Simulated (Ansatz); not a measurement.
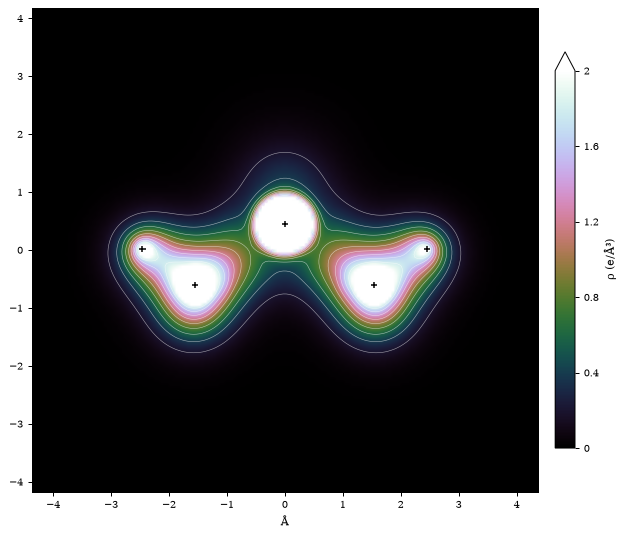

The electron density on a plane through atoms (crosses mark nuclei in the plane).

Method: isolated molecule in a Gaussian basis; Kohn-Sham density functional theory, functional PBE0 (Ansatz 0.2.0).

Candidates:
A. C3H9ClSi
B. C2H7BO
C. CH2ClSn (doublet)

**Which system is this?**

Candidate A: C3H9ClSi on the plane of atoms Si5, C2 and H10, which holds C, Si and H. C–Si (1.88 Å): the density is about 0.97 e/Å³ at the midpoint. C–H (1.10 Å): the density is about 1.9 e/Å³ at the midpoint.
